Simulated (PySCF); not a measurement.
C$_{2}$H$_{11}$FSSi$_{3}$

Input

```
{"job": {"kind": "uv", "xc": "CAM-B3LYP", "basis": "def2-SVPD", "nstates": 8, "ntriplets": 3}, "charge": 0, "multiplicity": 1}
C     -3.216159    -0.481374     0.457444
Si    -2.415256    -0.197869    -1.235390
C     -0.705874     0.608988    -0.978352
S      0.377624    -0.523853    -0.034138
Si     2.176837     0.646176    -0.016343
F      1.733866     2.133414     0.463470
Si     3.740885    -0.206768     1.434024
H     -3.363486     0.454670     0.990210
H     -2.588888    -1.117018     1.076654
H     -4.184870    -0.961502     0.358736
H     -3.196665     0.742720    -2.050282
H     -2.225374    -1.461724    -1.952824
H     -0.772519     1.538269    -0.416894
H     -0.217558     0.813984    -1.928368
H      2.492394     0.934981    -1.412551
H      3.281029    -0.285328     2.821617
H      4.157974    -1.542801     1.009872
H      4.917283     0.664699     1.401457
```

Launched as:

```sh
OMP_NUM_THREADS=1 python probes_run.py task.json out
```

Geometry: GFN2-xTB.

Computed with CAM-B3LYP/def2-SVPD, SCF density, gas phase (PySCF).

What will maps of the electron density and electron localisation function show?

Answer. C–S (1.83 Å): the density is about 1.2 e/Å³ at the midpoint; the ELF peaks at about 0.90 between the atoms, as expected for localised, covalent bonding.
C–Si (1.91 Å): ρ at the midpoint is about 0.92 e/Å³; the ELF peaks at about 1 between the atoms, as expected for a shared electron pair.
Si–S (2.15 Å): the density is about 0.84 e/Å³ at the midpoint; the ELF peaks at about 0.95 between the atoms, as expected for a covalent bond.
Si–Si (2.30 Å): ρ is about 0.71 e/Å³ halfway; the ELF peaks at about 1 between the atoms: a covalent bond.

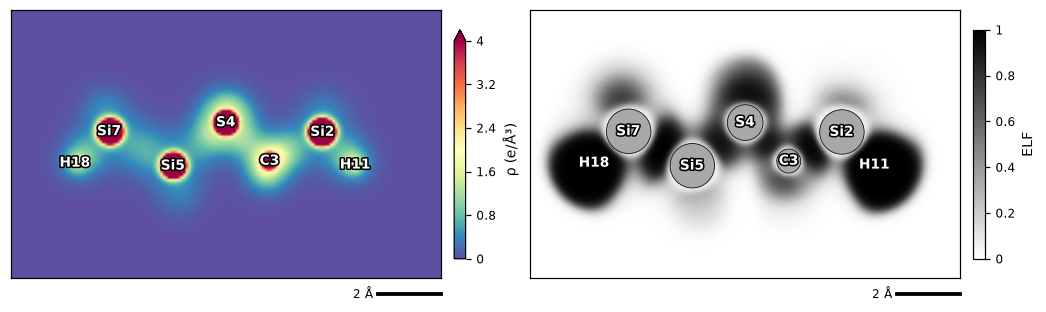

Computed electron density and electron localisation function on the plane of atoms C3, Si2 and H11, in this order. Grey discs cover the atomic cores in the ELF map. 
